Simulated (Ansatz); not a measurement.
Cost and result by functional for the surface energy of the (320) surface of bcc V in its 1x1 cell, outermost plane spacing 0.42 Å in the ideal cut, in Ansatz (plane waves, PAW). Single points on the PBE structure, on one kind of machine; costs are rough ratios of the slab run's core time (references not counted) to the cheapest single point. r2SCAN's cost holds its higher cutoff (500 against 420 eV). Differences are taken against r2SCAN for comparison alone: no measured value is at hand, so the table doesn't rank accuracy.

Set-up: 26 atoms, 10.4 Å thick at the start (thin: gaps and levels are the slab's own); mesh 13x4x1; 0.1 eV smearing; dipole correction on; all atoms relaxed; held to the start's symmetry, so lower structures may exist; no spin, no spin-orbit, no U. These notes are the PBE run's.

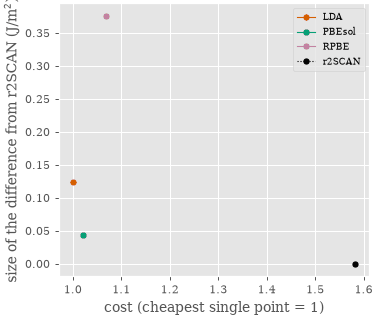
*Difference from r2SCAN against cost*

```
functional                     relative cost  surface energy (J/m²)  less r2SCAN (J/m²)
-----------------------------  -------------  ---------------------  ------------------
LDA                                        1                   2.84                0.12
PBEsol                                     1                   2.76                0.04
RPBE                                       1                   2.34               -0.38
r2SCAN                                     2                   2.71                0.00
PBE (the relaxed run's value)              –                   2.51               -0.21
```

The values span 0.50 J/m², while the single points' costs differ by a factor of roughly 2. Differences are of unrounded values.

Ansatz is a first-principles code.
